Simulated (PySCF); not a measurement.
# C4H6SeSi: reorganisation energies

Aim: compute the reorganisation energies of C4H6SeSi (`[SiH3]c1cc[se]c1`).

Computed with PySCF 2.14.0 and routines of our own; the level stands in each step. Atoms count from 0.

### Step 1. The system as given

12 atoms, charge 0, multiplicity 1; geometry from: GFN2-xTB.

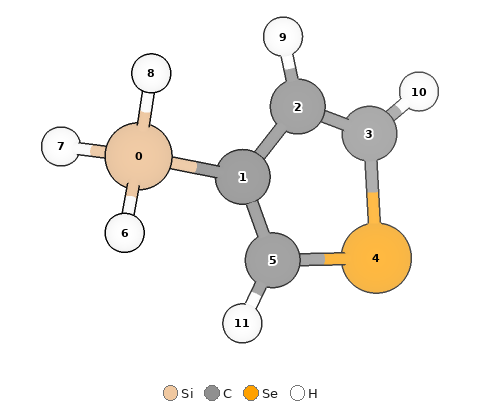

The starting geometry (silicon light orange, carbon grey, selenium orange, hydrogen white).

### Step 2. Relaxing the molecule at LC-wPBE/def2-SV(P)

The job: settings as JSON, then the geometry in Å.

```
{"job": {"xc": "LC-wPBE", "basis": "def2-SV(P)", "grid": 1, "kind": "geom"}, "charge": 0, "multiplicity": 1}
Si    -1.960640     0.039186     0.088113
C     -0.093643    -0.161929    -0.001744
C      0.816425     0.931569     0.047035
C      2.127005     0.602591    -0.051204
Se     2.378491    -1.227230    -0.225774
C      0.529548    -1.363368    -0.140160
H     -2.540428    -1.168922     0.676900
H     -2.491879     0.242300    -1.263313
H     -2.260918     1.207128     0.918957
H      0.478395     1.948539     0.157407
H      2.966408     1.274896    -0.033907
H      0.052434    -2.325446    -0.198337
```

Run with:

```console
$ OMP_NUM_THREADS=1 python excited_run.py task.json out
```

This one command runs all jobs of the session in turn.

Output:

```text
step   0  E = -2846.00650565  max force = 0.018195
step   1  E = -2846.00831924  max force = 0.004213
step   2  E = -2846.00867550  max force = 0.004641
step   3  E = -2846.00905960  max force = 0.001613
step   4  E = -2846.00908165  max force = 0.001844
step   5  E = -2846.00912846  max force = 0.000923
step   6  E = -2846.00915797  max force = 0.000642
step   7  E = -2846.00920390  max force = 0.001183
step   8  E = -2846.00925523  max force = 0.001430
step   9  E = -2846.00932392  max force = 0.001310
step  10  E = -2846.00936970  max force = 0.000771
step  11  E = -2846.00937704  max force = 0.000549
step  12  E = -2846.00937951  max force = 0.000101
optimisation converged
```

Run time: 6.4 min. Hardware: 1 thread of AMD EPYC, shared host; peak memory 0.6 GiB.

Along the way:

```csv
step,energy from step 0 (eV),largest force component (eV/Å)
0,0.0000,0.9356
1,-0.0494,0.2166
2,-0.0590,0.2386
3,-0.0695,0.0829
4,-0.0701,0.0948
5,-0.0714,0.0475
6,-0.0722,0.0330
7,-0.0734,0.0608
8,-0.0748,0.0735
9,-0.0767,0.0674
10,-0.0779,0.0396
11,-0.0781,0.0282
12,-0.0782,0.0052
```

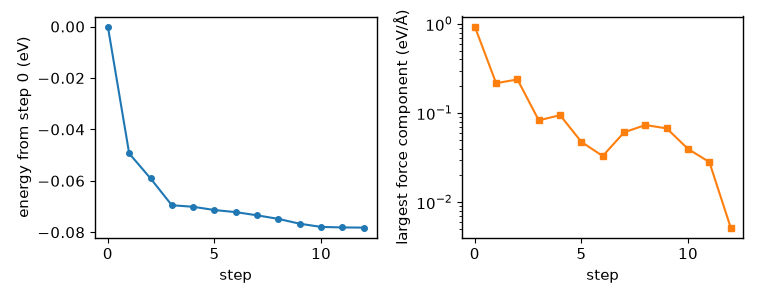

Energy and largest force along the relaxation.

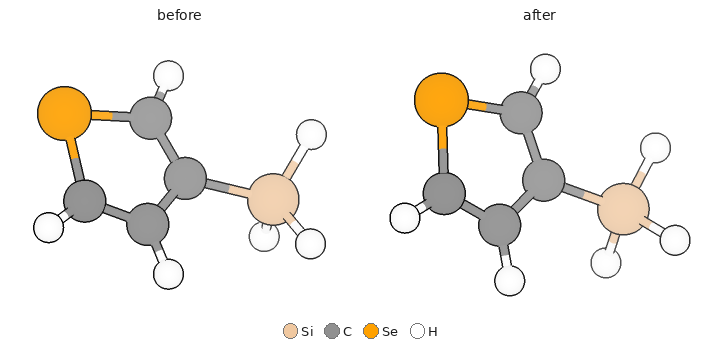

The geometry before (left) and after (right).

Close pairs (by a distance rule), those that changed most:

```csv
bond,before (Å),after (Å),change (Å)
Si0–H8,1.464,1.494,+0.029
Si0–H6,1.464,1.492,+0.029
Si0–H7,1.466,1.494,+0.027
Se4–C5,1.856,1.838,-0.018
C1–C2,1.423,1.441,+0.017
C5–H11,1.075,1.092,+0.017
C2–H9,1.077,1.094,+0.016
C3–Se4,1.855,1.839,-0.016
```

The final coordinates are the input of the step that follows.

```csv
at the end point,value
point group (found at 0.08 Å tolerance),Cs
"rotational constants (GHz, main isotopes)","5.847, 1.007, 0.867"
dipole moment (D),0.61
```

### Step 3. Relaxation after adding or removing an electron (C₄H₆SeSi+ (doublet)): UKS LC-wPBE/def2-SV(P)

The job: settings as JSON, then the geometry in Å.

```
{"job": {"kind": "ionopt", "ions": [1], "xc": "LC-wPBE", "basis": "def2-SV(P)", "grid": 1}, "charge": 1, "multiplicity": 2}
Si    -1.941052     0.122876    -0.181854
C     -0.102368    -0.143637     0.010717
C      0.886806     0.902202    -0.050186
C      2.170603     0.492010     0.116009
Se     2.278710    -1.325274     0.377745
C      0.447043    -1.374501     0.228244
H     -2.640356    -1.188012    -0.043017
H     -2.259930     0.705617    -1.519743
H     -2.456218     1.063259     0.857928
H      0.630497     1.952180    -0.218075
H      3.062233     1.120723     0.104471
H     -0.091051    -2.320875     0.313599
```

With the program's defaults for keys left out, this is: UKS LC-wPBE/def2-SV(P) geometry optimisation of the ion from the geometry of its parent, gas phase.

Output:

```text
step       E/Eh        max force   <S^2>
  0   -2845.67414443   0.052473   0.8011
  1   -2845.67780124   0.024232   0.7960
  2   -2845.68115114   0.013702   0.8000
  3   -2845.68153288   0.012012   0.7969
  4   -2845.68229900   0.012889   0.7927
  5   -2845.68311936   0.015615   0.7860
  6   -2845.68381091   0.022367   0.7880
  7   -2845.68527118   0.013687   0.7895
  8   -2845.68608844   0.006822   0.7911
  9   -2845.68624548   0.002219   0.7908
 10   -2845.68629280   0.000822   0.7909
 11   -2845.68629554   0.000283   0.7908
optimisation converged
```

Run time: 12 min. Hardware: 1 thread of AMD EPYC, shared host; peak memory 0.64 GiB.

In short:

```csv
quantity,value
geometry moved (RMSD),0.075 Å
⟨S²⟩,0.791
```

Bonds of the start that changed most:

```csv
bond,start (Å),end (Å)
C5–C1,1.365,1.428
C1–C2,1.441,1.381
C2–C3,1.358,1.415
Si0–C1,1.868,1.917
Si0–H8,1.494,1.484
Si0–H7,1.494,1.485
```

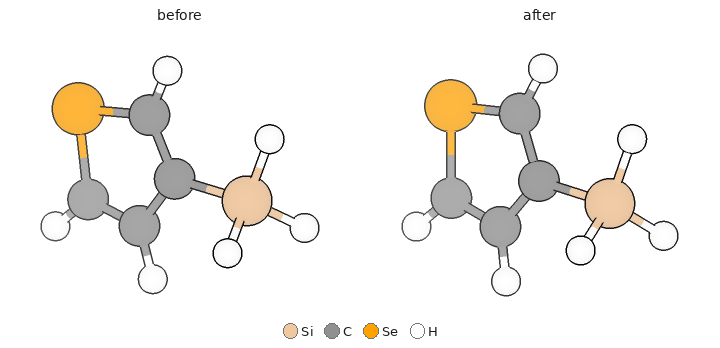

Before and after.

Mulliken spin populations:

```csv
atom,value (e)
Si0,-0.01
C1,0.04
C2,-0.02
C3,0.60
Se4,-0.18
C5,0.62
H6,0.00
H7,0.01
H8,0.00
H9,0.00
H10,-0.03
H11,-0.03
```

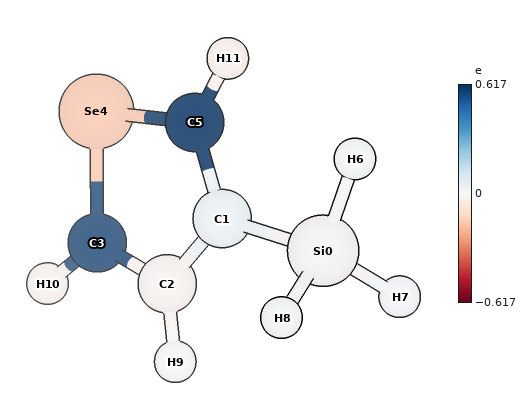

Mulliken spin populations, as colours on the atoms.

### Step 4. Reorganisation energies: UKS LC-wPBE/def2-SV(P)

Settings changed since step 3:

```diff
@@ -1,2 +1,2 @@
-{"job": {"kind": "ionopt", "ions": [1], "xc": "LC-wPBE", "basis": "def2-SV(P)", "grid": 1}, "charge": 1, "multiplicity": 2}
+{"job": {"kind": "reorg", "ions": [1, -1], "xc": "LC-wPBE", "basis": "def2-SV(P)", "grid": 1}, "charge": 0, "multiplicity": 1}
 Si    -1.941052     0.122876    -0.181854
```

With the program's defaults for keys left out, this is: UKS LC-wPBE/def2-SV(P) four-point reorganisation energy, gas phase.

Output:

```text
final grid: 49296 points
cycle   1  E = -2845.9769673649  dE =  1.519e-01  |g| = 3.035e-01  |ddm| = 3.807e+00
cycle   2  E = -2846.0036200992  dE = -2.665e-02  |g| = 1.675e-01  |ddm| = 5.577e-01
cycle   3  E = -2846.0083135045  dE = -4.693e-03  |g| = 5.808e-02  |ddm| = 2.049e-01
cycle   4  E = -2846.0092567077  dE = -9.432e-04  |g| = 1.881e-02  |ddm| = 1.111e-01
cycle   5  E = -2846.0093697563  dE = -1.130e-04  |g| = 3.715e-03  |ddm| = 3.444e-02
cycle   6  E = -2846.0093774795  dE = -7.723e-06  |g| = 1.390e-03  |ddm| = 9.772e-03
cycle   7  E = -2846.0093791338  dE = -1.654e-06  |g| = 5.075e-04  |ddm| = 4.271e-03
cycle   8  E = -2846.0093794552  dE = -3.213e-07  |g| = 2.453e-04  |ddm| = 2.004e-03
cycle   9  E = -2846.0093795063  dE = -5.117e-08  |g| = 8.064e-05  |ddm| = 8.294e-04
cycle  10  E = -2846.0093795134  dE = -7.076e-09  |g| = 3.242e-05  |ddm| = 3.227e-04
cycle  11  E = -2846.0093795142  dE = -7.676e-10  |g| = 6.365e-06  |ddm| = 1.256e-04
converged SCF energy = -2846.0093795142

hole transfer: vertical 9.0927 eV, relaxation of the ion converged
  adiabatic 8.7916 eV, lambda(ion) 0.3011, lambda(parent) 0.3200, total 0.6211 eV

electron transfer: vertical -1.0486 eV, relaxation of the ion skipped
```

Run time: 66 s. Hardware: 1 thread of AMD EPYC, shared host; peak memory 0.7 GiB.

### Step 5. Outcome

```
                                                   quantity                 value
                                                point group                    Cs
                       rotational constants (main isotopes)  5.85, 1.01, 0.87 GHz
     geometry moved (RMSD) (step 3, UKS LC-wPBE/def2-SV(P))               0.075 Å
hole reorganisation energy (step 4, UKS LC-wPBE/def2-SV(P))             0.6211 eV
```

**Reading.** The optimisation took 12 steps and gained 0.078 eV; among the close pairs (by a distance rule), Si0–H8 changed most, from 1.464 to 1.494 Å. No frequency check was run at this level, so the end point may be a saddle. In step 3 (relaxation after adding or removing an electron), among the bonds C5–C1 changes most, from 1.365 to 1.428 Å. Steps that list no spin-orbit terms leave them out, which matters at and beside the heavy atoms.
